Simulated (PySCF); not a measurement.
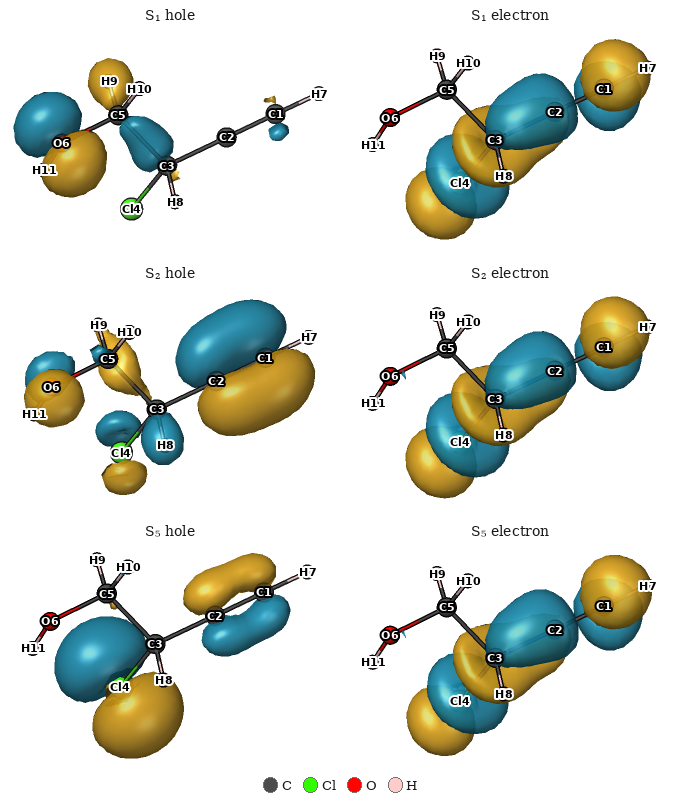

Figure. C4H5ClO, SMILES `C#CC(Cl)CO`. Leading natural transition orbitals (full linear response singlet states).

Computed with PySCF, PBE/def2-SVP, geometry: GFN2-xTB. No frequency check shows the geometry to be a minimum. GFN2-xTB bond lengths at metals and heavier atoms can be off by up to 0.1 Å and shapes distorted, which carries into these values. Without diffuse functions Rydberg states are missing, so the states' numbers hold for this basis only.

The calculation's input:

```python
import numpy as np
from pyscf import gto, scf, dft, tdscf
from pyscf.scf import atom_ks, atom_hf
from scipy.linalg import block_diag

def solve(mol, dm0=None, hcore=None):
    mf = (dft.UKS if mol.spin else dft.RKS)(mol, xc='pbe')
    mf.grids.level = 3
    mf = mf.density_fit(auxbasis='def2-universal-jkfit')
    mf.conv_tol, mf.max_cycle = 1e-8, 80
    if hcore is not None:
        mf.get_hcore = lambda *args: hcore
    mf.kernel(dm0)
    if not mf.converged:
        mf = mf.newton().run(mf.mo_coeff, mf.mo_occ, max_cycle=30)
    assert mf.converged, 'SCF not converged'
    return mf

mol = gto.M(atom='''
C     -2.68371    -0.60122    -0.12672
C     -1.53247    -0.42735     0.15253
C     -0.14670    -0.17060     0.44661
Cl     0.26366     1.51815    -0.08857
C      0.79384    -1.14582    -0.27306
O      2.13121    -0.94119     0.07196
H     -3.69420    -0.77238    -0.35065
H      0.03733    -0.19225     1.52440
H      0.63993    -1.05976    -1.35845
H      0.54649    -2.16539     0.03607
H      2.35284    -0.01926    -0.11762
''', basis='def2-svp', charge=0, spin=0, verbose=4)
mf = solve(mol)
td = mf.TDDFT()
td.nstates, td.singlet, td.conv_tol = 5, True, 1e-5
td.kernel()
td.analyze()
x, y = np.array([p[0] for p in td.xy]), np.array([p[1] + 0 * p[0] for p in td.xy])
f, mu = td.oscillator_strength(), td.transition_dipole()
nto = [td.get_nto(state=i + 1, verbose=4) for i in range(len(td.e))]
# spherically averaged free atoms, for the promolecule
atm = atom_ks.get_atm_nrks(mol, xc='pbe')
pro = block_diag(*[(atm[a[0]][2] * atm[a[0]][3]) @ atm[a[0]][2].T for a in mol._atom])
np.savez('result.npz', e=td.e, f=f, ok=td.converged, w=[n[0] for n in nto], nto=[n[1] for n in nto], x=x, y=y, c=mf.mo_coeff, occ=mf.mo_occ, eps=mf.mo_energy, pro=pro, mu=mu)
```

Command:

```sh
OMP_NUM_THREADS=1 python input.py
```

The run took 110 s on 1 thread of Arm Neoverse V1, with other jobs on the host, peak memory 0.59 GiB.

Q: Describe these excited states.

A: By state:
- S₁: 5.00 eV (248 nm), f = 0.010, charge transfer, whose energy this functional puts too low; the leading pair carries 100 %; hole on O6 (62 %), C5 (10 %) and H9 (6 %), electron on Cl4 (31 %), C1 and C3 (21 % each) and C2 (16 %); their centroids lie 2.5 Å apart.
- S₂: 5.75 eV (216 nm), f = 0.001 (very weak); the leading pair carries 100 %; hole on C1 (35 %), C2 (29 %) and O6 (12 %), electron on Cl4 (31 %), C1 and C3 (21 % each) and C2 (16 %); their centroids lie 0.7 Å apart.
- S₅: 6.34 eV (196 nm), f = 0.008; the leading pair carries 94 %; hole on Cl4 (70 %) and C1 and C2 (8 % each), electron on Cl4 (27 %), C1 (24 %) and C3 (19 %); their centroids lie 1.3 Å apart.
